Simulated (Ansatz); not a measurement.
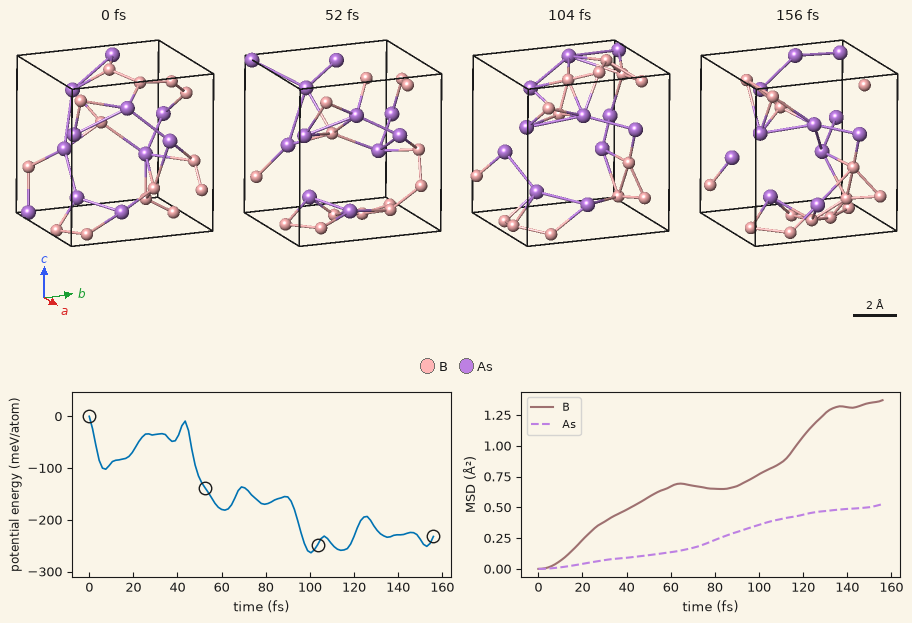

Molecular dynamics of an amorphous cell of composition B₁₄As₁₁ (25 atoms in the cell), 156 fs long. It starts from the last geometry of an earlier run, with fresh velocities. Frames and the history of the run. Style: ball-and-stick. Shown: the simulation cell, slightly off an axis. Atoms that leave the cell re-enter on the other side. Bonds to atoms that aren't drawn are left out.

These are results of DFT PBE, scalar-relativistic, plane waves, PAW (Ansatz), not measurements. Settings: plane-wave cutoff 420 eV; k-point mesh 1 × 1 × 1; Fermi-Dirac smearing 0.248 eV; volume 1.05 times that of the relaxed crystal; set temperature 2880 K; time step 1.5 fs.

> What happens in this trajectory?

The mean temperature in the second half is 2905 K (standard deviation 479 K). The potential energy in the second half lies on average 219 meV per atom below the first frame. The mean pressure there is 4.8 GPa. Root-mean-square distances from the starting positions over the second half, with the common drift of all atoms taken out: B 1.01 Å, As 0.64 Å. That is already a fair part of the typical shortest distance between atoms in the first frame, about 1.8 Å and still growing, as in a liquid, though 156 fs is too short to measure diffusion. Bond changes: 11 B–B bonds form between 10.5 fs and 147 fs; 9 B–B bonds break between 19.5 fs and 136 fs; 10 As–B bonds break between 39 fs and 130 fs; 9 As–B bonds form between 76 fs and 148 fs; 2 As–As bonds break between 100 fs and 105 fs.

Limits of the set-up: the periodic images lie only 7.2 Å apart, so the values are limited by the cell's size.
